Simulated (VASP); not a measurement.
Band structure of PbS (rock salt). These are r2SCAN+rVV10, VASP's PBE PAW potentials (set 64) (plane waves; VASP) values and carry that method's errors.

Unless said otherwise, spin-orbit coupling is left out, though it shifts the bands of the heavy elements here.

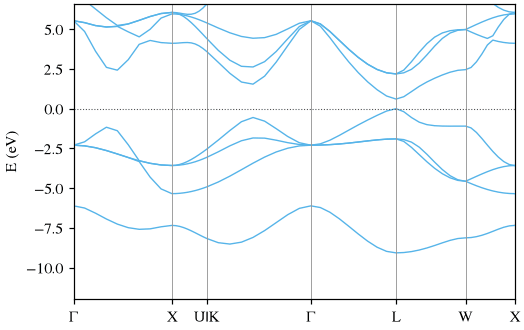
Fig. 1. Bands along high-symmetry lines, zero at the valence-band maximum or, without a gap, the Fermi level

Q: Read the plot: is there a gap, and where are the band edges?

A: The gap is direct, 0.60 eV, from the valence maximum at L to the conduction minimum at L.

Measured: gap 0.37 eV (computed value off by +0.23 eV), as given by Wikipedia, List of semiconductor materials.

The compound is PbS in the rock salt structure. It was relaxed first.
